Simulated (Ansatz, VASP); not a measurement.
# Cross-check of Mg2Sb2Se5 between VASP and Ansatz

Aim: how closely do two programs agree when they are given the same cell, functional and k mesh? The cell is invented: As first built, before any earlier steps moved the atoms: it takes the Mg2Al2Se5 structure with some of its atoms replaced by other elements, volume scaled by an estimate. It may not be a known or stable phase. The structure shown is frame 250 of VASP's trajectory.

Calculated with Ansatz 0.2.0; plane waves, with VASP 6.6.1 beside it; single point at PBE.

In doubt: too few empty bands were carried, so the values of those runs are not to be relied on.

### 1. The structure

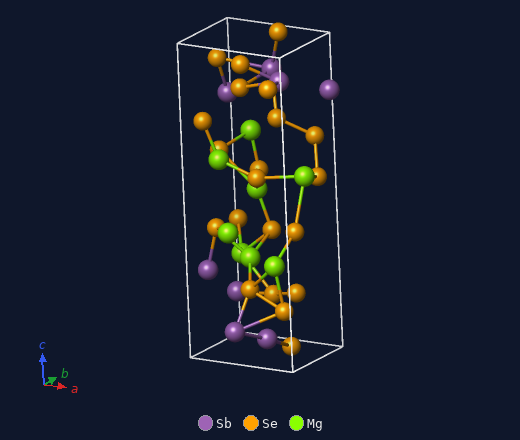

The cell as given, slightly off an axis (antimony purple, selenium orange, magnesium green). Bonds to atoms that aren't drawn are left out. Some periodic images of atoms are drawn too.

### 2. VASP: dynamics, PBE

This run makes the geometry at which the two programs are then compared.

Lines of VASP's logs that name or quote its potential files are left out, and so is its time.

The input, INCAR:

```
SYSTEM = Mg2Sb2Se5
PREC = Normal
ENCUT = 220
EDIFF = 1E-04
NELM = 120
ISMEAR = -1
SIGMA = 0.3016
LREAL = Auto
ALGO = VeryFast
GGA = PE
LWAVE = .FALSE.
LCHARG = .FALSE.
NCORE = 4
IBRION = 0
NSW = 250
POTIM = 2
TEBEG = 3500
TEEND = 3500
ISYM = 0
ISIF = 2
NELMIN = 4
MAXMIX = 40
NBLOCK = 5
RANDOM_SEED = 801913 0 0
NWRITE = 1
MDALGO = 0
SMASS = -1
```

The input, POSCAR:

```
Mg2Sb2Se5
1.0
    8.7436056103      0.0000000000      0.0000000000
   -4.3718028053      7.5721849698      0.0000000000
    0.0000000000      0.0000000000     17.9450968649
Sb Se Mg
8 20 8
Direct
    0.1666666650      0.3333333350      0.1786179725
    0.1666666650      0.8333333350      0.1786179725
    0.6666666650      0.3333333350      0.1786179725
    0.6666666650      0.8333333350      0.1786179725
    0.3333333350      0.1666666650      0.8213820275
    0.3333333350      0.6666666650      0.8213820275
    0.8333333350      0.1666666650      0.8213820275
    0.8333333350      0.6666666650      0.8213820275
    0.3333333350      0.1666666650      0.0986218215
    0.3333333350      0.6666666650      0.0986218215
    0.8333333350      0.1666666650      0.0986218215
    0.8333333350      0.6666666650      0.0986218215
    0.1666666650      0.3333333350      0.9013781785
    0.1666666650      0.8333333350      0.9013781785
    0.6666666650      0.3333333350      0.9013781785
    0.6666666650      0.8333333350      0.9013781785
    0.3333333350      0.1666666650      0.6649561257
    0.3333333350      0.6666666650      0.6649561257
    0.8333333350      0.1666666650      0.6649561257
    0.8333333350      0.6666666650      0.6649561257
    0.1666666650      0.3333333350      0.3350438743
    0.1666666650      0.8333333350      0.3350438743
    0.6666666650      0.3333333350      0.3350438743
    0.6666666650      0.8333333350      0.3350438743
    0.0000000000      0.0000000000      0.5000000000
    0.0000000000      0.5000000000      0.5000000000
    0.5000000000      0.0000000000      0.5000000000
    0.5000000000      0.5000000000      0.5000000000
    0.1666666650      0.3333333350      0.5897632897
    0.1666666650      0.8333333350      0.5897632897
    0.6666666650      0.3333333350      0.5897632897
    0.6666666650      0.8333333350      0.5897632897
    0.3333333350      0.1666666650      0.4102367103
    0.3333333350      0.6666666650      0.4102367103
    0.8333333350      0.1666666650      0.4102367103
    0.8333333350      0.6666666650      0.4102367103
```

The input, KPOINTS:

```
Automatic mesh
0
Gamma
1 1 1
0 0 0
```

The projector-augmented-wave data sets are Sb, Se and Mg (PBE family, release 64).

On the command line:

```console
$ mpirun -np 4 vasp_gam
```

Numbers of over 12 decimals in the logs are rounded to 6 here.

The log of the run:

```text
[banner, memory and clock lines left out]
running    4 mpi-ranks, on    1 nodes
[...]
LDA part: xc-table for (Slater+PW92), standard interpolation
 POSCAR, INCAR and KPOINTS ok, starting setup
[...]
prediction of wavefunctions initialized - no I/O
 entering main loop
       N       E                     dE             d eps       ncg     rms          rms(c)
RMM:   1     0.163164198984E+04    0.16316E+04   -0.33746E+04   107   0.607E+02
RMM:   2     0.567475267045E+03   -0.10642E+04   -0.11101E+04   107   0.169E+02
RMM:   3     0.202810618381E+03   -0.36466E+03   -0.46044E+03   107   0.104E+02
RMM:   4     0.497428459314E+02   -0.15307E+03   -0.18379E+03   107   0.790E+01
[...]
RMM:  36    -0.128544509527E+03   -0.12667E-03   -0.12576E-03    50   0.619E-03    0.216E-03
RMM:  37    -0.128544616488E+03   -0.10696E-03   -0.10599E-03    49   0.605E-03    0.261E-03
RMM:  38    -0.128544716429E+03   -0.99941E-04   -0.99239E-04    49   0.599E-03
[...]
240 T=  3222. E= -.10251939E+03 F= -.11709829E+03 E0= -.11424120E+03  EK= 0.14579E+02 SP= 0.00E+00 SK= 0.00E+00
    241 T=  3500. E= -.10097041E+03 F= -.11680485E+03 E0= -.11395568E+03  EK= 0.15834E+02 SP= 0.00E+00 SK= 0.00E+00
    242 T=  3441. E= -.10096179E+03 F= -.11653070E+03 E0= -.11369064E+03  EK= 0.15569E+02 SP= 0.00E+00 SK= 0.00E+00
    243 T=  3392. E= -.10096067E+03 F= -.11630611E+03 E0= -.11347516E+03  EK= 0.15345E+02 SP= 0.00E+00 SK= 0.00E+00
    244 T=  3357. E= -.10095971E+03 F= -.11614772E+03 E0= -.11332617E+03  EK= 0.15188E+02 SP= 0.00E+00 SK= 0.00E+00
    245 T=  3340. E= -.10095900E+03 F= -.11606956E+03 E0= -.11325752E+03  EK= 0.15111E+02 SP= 0.00E+00 SK= 0.00E+00
    246 T=  3500. E= -.10024612E+03 F= -.11608057E+03 E0= -.11327719E+03  EK= 0.15834E+02 SP= 0.00E+00 SK= 0.00E+00
    247 T=  3522. E= -.10024759E+03 F= -.11618017E+03 E0= -.11338466E+03  EK= 0.15933E+02 SP= 0.00E+00 SK= 0.00E+00
    248 T=  3561. E= -.10024922E+03 F= -.11635864E+03 E0= -.11357048E+03  EK= 0.16109E+02 SP= 0.00E+00 SK= 0.00E+00
    249 T=  3613. E= -.10025093E+03 F= -.11659696E+03 E0= -.11381685E+03  EK= 0.16346E+02 SP= 0.00E+00 SK= 0.00E+00
    250 T=  3673. E= -.10025243E+03 F= -.11687008E+03 E0= -.11409823E+03  EK= 0.16618E+02 SP= 0.00E+00 SK= 0.00E+00
[...]
prediction of wavefunctions
 wavefunctions rotated
```

From OUTCAR (step 2):

```text
  Total        7.0987727      8.0944561     16.3707589      0.2522186     -6.0678031      0.3516354
  in kB        9.5727402     10.9154256     22.0760726      0.3401184     -8.1824712      0.4741825
  external PRESSURE =      14.1880794 kB  Pullay stress =       0.0000000 kB

 POSITION                                       TOTAL-FORCE (eV/Angst)
 -----------------------------------------------------------------------------------
     -0.12118      1.68495      4.76775        -1.327910     -1.038580     -1.066171
      3.56124      0.30989      1.76532         0.685682     -1.248328      0.268555
      3.09448      3.09016      0.93765        -0.309063      2.179806      2.476372
     -2.14345      5.53115      2.82210        -1.613740     -0.665393     -2.357183
      4.46717      7.31062     14.70347        -1.779274     -0.512853      2.938404
      0.47215      6.52460     15.64169         0.093398     -0.033610      0.648045
     -2.41021      5.67201     14.12914         1.135069     -2.158844      1.204029
      3.88810      4.08484     15.56702         0.550486      0.765186     -0.632967
      2.94167      2.08220     16.73235        -0.490401     -2.609255     -1.317487
      3.30168      5.21401      3.28037         0.098612      0.395479     -0.187930
      5.81742      2.08637      2.90041        -0.307281      0.696166      0.385875
      0.80041      5.66126      2.91544        -0.279899     -0.171389      0.037162
      1.13936      3.53105     15.03221        -0.342524      0.750424     -0.357180
     -1.69572      4.38286     16.35660        -0.226240     -0.341166     -1.033362
[...]
-----------------------------------------------------------------------------------
    total drift:                               -0.003299      0.001479     -0.012306

  FREE ENERGIE OF THE ION-ELECTRON SYSTEM (eV)
  ---------------------------------------------------
  free  energy   TOTEN  =      -116.8700775342 eV

  energy  without entropy=     -111.3263902582  energy(sigma->0) =     -114.09823390

[... 3 further parts left out ...]
[key lines of the parts left out:]
E-fermi :   2.0468
```

### 3. Ansatz: single point, PBE

Ansatz runs on its default PAW (the set named soft_2) files.

The same cell, functional, mesh and smearing now go to Ansatz, which takes its cutoff from its data sets.

The input, input.yaml:

```yaml
crystal:
  lattice:
    - [8.743606, 0.0, 0.0]
    - [-4.371803, 7.572185, 0.0]
    - [0.0, 0.0, 17.9451]
  atoms:
    - { symbol: Sb, position: [0.0974001322, 0.2225185993, 0.265685396] }
    - { symbol: Sb, position: [0.4277591288, 0.0409250566, 0.0983733721] }
    - { symbol: Sb, position: [0.5579600325, 0.4080935688, 0.0522512719] }
    - { symbol: Sb, position: [0.1200834319, 0.7304567968, 0.1572629854] }
    - { symbol: Sb, position: [0.993635344, 0.9654572623, 0.8193584878] }
    - { symbol: Sb, position: [0.4848259992, 0.8616530103, 0.8716412837] }
    - { symbol: Sb, position: [0.0988751448, 0.7490582969, 0.7873536509] }
    - { symbol: Sb, position: [0.7144062964, 0.5394536716, 0.867479702] }
    - { symbol: Se, position: [0.4739272846, 0.2749804713, 0.9324188776] }
    - { symbol: Se, position: [0.7218982876, 0.6885743019, 0.1828005974] }
    - { symbol: Se, position: [0.8030991665, 0.2755306427, 0.1616269065] }
    - { symbol: Se, position: [0.4653616071, 0.7476383633, 0.162464684] }
    - { symbol: Se, position: [0.3634671912, 0.4663181103, 0.8376776947] }
    - { symbol: Se, position: [0.095467031, 0.5788108716, 0.911480014] }
    - { symbol: Se, position: [0.7613155396, 0.2224787165, 0.870224741] }
    - { symbol: Se, position: [0.6085466609, 0.7751461434, 0.0013213596] }
    - { symbol: Se, position: [0.8155910441, 0.9943807501, 0.6633080897] }
    - { symbol: Se, position: [0.5567541634, 0.776585094, 0.7249115357] }
    - { symbol: Se, position: [0.1109212228, 0.2150381957, 0.7400844799] }
    - { symbol: Se, position: [0.1166928737, 0.500532277, 0.6258310068] }
    - { symbol: Se, position: [0.1941027366, 0.2266835794, 0.4044520788] }
    - { symbol: Se, position: [0.0772502492, 0.892813501, 0.3730319697] }
    - { symbol: Se, position: [0.5071644218, 0.2122625108, 0.2232988392] }
    - { symbol: Se, position: [0.4760706395, 0.7497615285, 0.3678856067] }
    - { symbol: Se, position: [0.8740877111, 0.8993309065, 0.5429963054] }
    - { symbol: Se, position: [0.8522185726, 0.4525408452, 0.4024900948] }
    - { symbol: Se, position: [0.2922193506, 0.9154554465, 0.5374435361] }
    - { symbol: Se, position: [0.520337854, 0.4103984517, 0.5618809591] }
    - { symbol: Mg, position: [0.256015623, 0.8568443587, 0.6657098595] }
    - { symbol: Mg, position: [0.2051514771, 0.3090381442, 0.6142178088] }
    - { symbol: Mg, position: [0.9048287448, 0.5798257702, 0.5713710149] }
    - { symbol: Mg, position: [0.3893576217, 0.6678450144, 0.5014861996] }
    - { symbol: Mg, position: [0.3967181891, 0.048292098, 0.4111555801] }
    - { symbol: Mg, position: [0.1985250301, 0.6952874236, 0.2849152136] }
    - { symbol: Mg, position: [0.7682555578, 0.189904235, 0.3107423196] }
    - { symbol: Mg, position: [0.4203293092, 0.4145586776, 0.3046010332] }
hamiltonian:
  xc: pbe
  pseudopotentials: { kind: paw }
kpoints:
  mp_grid: { grid: [1, 1, 1] }
scf:
  occupations: { method: fermi_dirac, width: 0.3016 }
  n_extra_bands: 13
output:
  forces: true
  stress: true
  eigenvalues: true
  write_density: true
  write_potential: true
  elf: true
  volumetric_format: npy
```

On the command line:

```console
$ ansatz run input.yaml --threads 8 --pin off --max-ram 18432MiB --backend cpu --events-out ev --progress --plain --runs-dir out
```

The log of the run:

```text
scf.n_extra_bands = 13 over 260 filled bands (N_el = 520.0): the run solves 273 bands
Engine: ansatz 0.2.0, aarch64-unknown-linux-gnu
Pseudopotentials: kind: paw
Pseudopotential: Sb, paw, valence charge 15, recommended cutoff 420 eV (normal), Sb.paw.azcp
Pseudopotential: Se, paw, valence charge 16, recommended cutoff 420 eV (normal), Se.paw.azcp
Pseudopotential: Mg, paw, valence charge 10, recommended cutoff 420 eV (normal), Mg.paw.azcp
Functional definition: PBE
  parameter kappa = 0.804
  parameter beta = 0.066725
  exchange = pbe_x(kappa = kappa, mu = beta*pi^2/3)
  correlation = pbe_c(beta = beta)
Crystal: 36 atoms, lattice volume = 1188.113 Å³
Basis set: ecut = 420 eV, 23249 PW (Γ), exchange–correlation on 120×120×240 points (8 copies of the dense FFT grid, shifted against one another)
Bands: 273, of which v1, the nominal top of the filled ones, is band 260 counted from 1 (259 counted from 0)
Symmetry: 1 space group operations
Space group: P1 (ITA 1), of the structure as read, at distance tolerance 1.1e-4 Å
k-points: 1
Non-local potential: Sb, projectors of the file, l = 0: 2, l = 1: 2, l = 2: 2, l = 3: 2
Non-local potential: Se, projectors of the file, l = 0: 2, l = 1: 2, l = 2: 3, l = 3: 1
Non-local potential: Mg, projectors of the file, l = 0: 3, l = 1: 2, l = 2: 1
PAW form: soft (Blöchl's): semilocal exchange-correlation on the pseudo side does not see the compensation charge
PAW one-centre angular grid: Sb, 590 points (default); XC on 64 Gauss nodes
PAW one-centre angular grid: Se, 590 points (default); XC on 64 Gauss nodes
PAW one-centre angular grid: Mg, 110 points (default); XC on 64 Gauss nodes
Initial density: superposition of atomic densities (neutral atoms: chi_scale 0, normalization atom), corrected by the library's trained network
Initial wavefunctions: pseudopotential atomic-orbital guess
Functional: x = pbe(κ = 0.804, μ = 0.219515), c = pbe(β = 0.066725)
SCF iter   1: F=—  HF=-176649.959871 eV  |F-HF|=—  |Δ(HF+E_count)|=         —  Δρ=5.87e-3  dr2=2.53e0  ethr=1.77e-3  ⟨swp⟩=5.0  Hψ=1160  notcnv=0
preconditioner: auto → LDOS  [metal: Δε(μ)=0.283 eV  Ē_g=6.202 eV  σ=0.302 eV  W_gap=0.23  n_scr=270 (ndim 8)  ℏωp=14.3 eV  f_vac=0.180  D(μ)=18.25/eV (n_scr^D=98)  β→1.0]
SCF iter   2: F=—  HF=-176649.739932 eV  |F-HF|=—  |Δ(HF+E_count)|=   2.20e-1  Δρ=2.53e-3  dr2=1.46e-1  ethr=4.86e-4  ⟨swp⟩=2.0  Hψ=432  notcnv=0
SCF iter   3: F=—  HF=-176649.720327 eV  |F-HF|=—  |Δ(HF+E_count)|=   1.96e-2  Δρ=1.11e-3  dr2=3.19e-2  ethr=2.81e-5  ⟨swp⟩=2.0  Hψ=496  notcnv=0
SCF iter   4: F=—  HF=-176649.712883 eV  |F-HF|=—  |Δ(HF+E_count)|=   7.44e-3  Δρ=2.24e-4  dr2=1.49e-3  ethr=6.13e-6  ⟨swp⟩=2.0  Hψ=406  notcnv=0
SCF iter   5: F=—  HF=-176649.712783 eV  |F-HF|=—  |Δ(HF+E_count)|=   9.98e-5  Δρ=8.65e-5  dr2=1.98e-4  ethr=2.87e-7  ⟨swp⟩=2.0  Hψ=454  notcnv=0
SCF iter   6: F=—  HF=-176649.712781 eV  |F-HF|=—  |Δ(HF+E_count)|=   1.67e-6  Δρ=2.30e-5  dr2=1.28e-5  ethr=3.81e-8  ⟨swp⟩=3.0  Hψ=415  notcnv=0
SCF iter   7: F=—  HF=-176649.713164 eV  |F-HF|=—  |Δ(HF+E_count)|=   3.83e-4  Δρ=7.49e-6  dr2=1.08e-6  ethr=2.47e-9  ⟨swp⟩=3.0  Hψ=427  notcnv=0
SCF iter   8: F=—  HF=-176649.713164 eV  |F-HF|=—  |Δ(HF+E_count)|=   1.35e-7  Δρ=2.33e-6  dr2=1.03e-7  ethr=1.92e-11  ⟨swp⟩=10.0  Hψ=2482  notcnv=0
SCF iter   9: F=-176649.713164 eV  HF=-176649.713164 eV  |F-HF|=1.86e-9  |Δ(HF+E_count)|=   4.83e-8  Δρ=7.11e-7  dr2=1.05e-8  ethr=1.92e-11  ⟨swp⟩=8.0  Hψ=1821  notcnv=0
WARN: the bands leave out some 1.090e-2 electrons a cell, over the threshold 1e-3 (by scf.eigensolver.empty_state_threshold): the first level above them, at 6.8455 eV, would hold 4.629e-3 of 2 at k-index 0, k = (0.0000, 0.0000, 0.0000) — raise scf.n_extra_bands (try 345 bands in all)
SCF 1 converged in 9 iterations: F = -176649.713164 eV  dr2 = 1.05e-8
  greatest PAW one-centre occupation: 1.000 electrons in one spin orbital (limit 2), on the Mg atom at site 29 (counted from 0), in its partial waves of l = 0
WARN: The input density's exchange-correlation potential varies sharply where the density is thin. Do not read a vacuum level from v_tot or v_xc, or from such a field of the output density. On a cell that repeats whose density bears no net charge and no dipole along the vacuum's axis use v_es (v_loc + v_h of the components); under efield.dipole_correction with no amplitude use v_es + v_field, which holds any external [...]
SCF converged after 9 iterations
Free energy (F): -176649.713164 eV
Harris-Foulkes:  -176649.713164 eV  (|F-HF|=1.86e-9)
Internal energy: -176644.209077 eV  (E = F + TS)
E sigma→0 (E₀):  -176646.961120 eV
Entropy (-TS):   -5.504088 eV (-152.891 meV/atom)
Fermi energy:    5.015888 eV
--- Per-component energies (eV) ---
  E_band       = -13463.442058
  E_kinetic    = 4611.757238
  E_local      = -92546.483116  (includes V_loc(G=0)·N_el)
  E_nonlocal   = -8243.871229
  E_hartree    = 42768.093786
  E_xc         = -3407.901109
  E_vxc        = -3010.101647  (∫ρ·V_xc dr)
  E_paw        = -77171.888016  (= ΣΔE_a)
  E_vpaw       = 189.085241  (= ΣTr[D̂ρ^β])
  E_aug_tail   = -0.011869  (compensation charges beyond the density's cutoff)
  E_ewald      = -42653.904762
  E_smearing   = -5.504088  (= −TS)
  E_closure    = 0.000000  (closes the sum)
  Σ components = -176649.713164   (vs F -176649.713164, Δ=0.00e0)
--- Forces (eV/Å), atoms counted from 1 ---
  atom   1  Sb    -1.29315506    -1.01999761    -1.01895615
  atom   2  Sb     0.67965510    -1.24466811     0.30197549
  atom   3  Sb    -0.31187810     2.11437473     2.36195784
  atom   4  Sb    -1.58961501    -0.65155418    -2.33349817
  atom   5  Sb    -1.69269402    -0.47030278     2.83643450
  atom   6  Sb     0.09564155    -0.02620072     0.64586935
  atom   7  Sb     1.06333022    -2.09703766     1.21903431
  atom   8  Sb     0.52259986     0.71138576    -0.60357170
  atom   9  Se    -0.46433682    -2.51735301    -1.23506754
  atom  10  Se     0.07607633     0.40332198    -0.18663340
  atom  11  Se    -0.32022103     0.69421597     0.38934191
  atom  12  Se    -0.25711600    -0.17408662     0.04335980
  atom  13  Se    -0.34270760     0.74999868    -0.35943326
  atom  14  Se    -0.23121769    -0.33309054    -1.04244087
  atom  15  Se     0.00957369     0.16300973     0.08747373
  atom  16  Se     0.20026616    -0.31728857    -0.70221880
  atom  17  Se    -0.19118883    -0.06598029    -1.25303482
  atom  18  Se    -0.66076792    -0.49786461     0.40963512
  atom  19  Se     0.29796309     2.15461844     0.33585051
  atom  20  Se    -2.34113746     2.43384009     0.09000183
  atom  21  Se     0.29724220    -0.11320543     0.78768693
  atom  22  Se    -0.63105288    -0.53438959    -0.43115272
  atom  23  Se     0.28402884    -0.09446714     0.71279969
  atom  24  Se    -0.16542600     0.22206534    -0.22429027
[...]
atom  29  Mg     1.71187597     0.15459677    -0.62054902
  atom  30  Mg     3.35536780    -1.94875508    -1.71483343
  atom  31  Mg    -1.20450283     0.05939412    -1.21912703
  atom  32  Mg    -0.01085045    -0.14476604     0.80290238
  atom  33  Mg     0.37194329     0.24712692     0.11901105
  atom  34  Mg     0.92662495    -0.45846542     2.61560890
  atom  35  Mg    -0.00473483     0.24037144    -0.26725846
  atom  36  Mg     1.54502499     2.16997865    -0.14587882
  max |Σ_I F_I| component: 2.28e-5 eV/Å
--- Stress (GPa, compression-positive) ---
        1.169911       0.046090       0.057480
        0.046090       1.283300      -0.813719
        0.057480      -0.813719       2.378670
  P = ⅓ Tr σ = 1.6106 GPa (16.106 kbar)
--- Band table (eV) ---
  k-point 0: bands = [... 256 lower, 4.5291, 4.6046, 4.7335, 4.8716, 5.1188, 5.1477, 5.3423, 5.3558, ... 9 higher]
```

Run time: 8.4 s. Hardware: 8 threads of Arm Neoverse V2, shared host; peak memory 1.4 GiB.

The run ends at a pressure of 1.61 GPa, with forces up to 4.2 eV/Å.

### 4. Differences

Known differences besides the PAW data sets themselves: the data sets hold 520 valence electrons in Ansatz (default PAW (the set named soft_2) files) and 176 in VASP; the cutoff is 420 eV in Ansatz and 220 eV in VASP (PREC = Normal, projectors in real space); VASP leaves aspherical gradient terms in its spheres out (LASPH is not set), Ansatz keeps them. Total energies have different zeros and are not compared.

Forces on 10 of the 36 atoms, picked by the larger force of the two programs (eV/Å; atoms numbered as in POSCAR):

```tsv
atom	Ansatz x, y, z	VASP x, y, z
Sb3	-0.312, 2.114, 2.362	-0.309, 2.180, 2.476
Sb4	-1.590, -0.652, -2.333	-1.614, -0.665, -2.357
Sb5	-1.693, -0.470, 2.836	-1.779, -0.513, 2.938
Sb7	1.063, -2.097, 1.219	1.135, -2.159, 1.204
Se9	-0.464, -2.517, -1.235	-0.490, -2.609, -1.317
Se19	0.298, 2.155, 0.336	0.300, 2.255, 0.280
Se20	-2.341, 2.434, 0.090	-2.370, 2.464, 0.097
Mg30	3.355, -1.949, -1.715	3.385, -1.974, -1.736
Mg34	0.927, -0.458, 2.616	0.937, -0.460, 2.648
Mg36	1.545, 2.170, -0.146	1.567, 2.186, -0.143
```

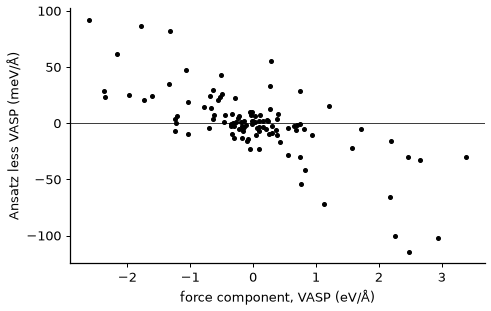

Difference of the force components against their size.

The forces differ by 31 meV/Å r.m.s., which is 2.9 % of the r.m.s. force of 1.07 eV/Å (both taken over all components).

### 5. Outcome

```json
{"r.m.s. force difference (single point, PBE)": "2.9 % of the r.m.s. force"}
```

The r.m.s. force difference is 2.9 % of the r.m.s. force (single point, PBE), at about the 3 % picked in this series as the mark of a large difference. How closely two codes agree says nothing of how well the functional describes the real material.

[Lines on the potential files, build, host, timing and source positions are cut from VASP's logs without a mark.]

[Logs are printed without paths, hosts, clocks, repeated set-up lines and the standing remarks that a program may print on its own settings, such as how far it seeks lower states.]

[Hosts, paths, dates, database ids (printed as entryN), source tags and the programs' standing remarks are cut or masked in the printed files.]
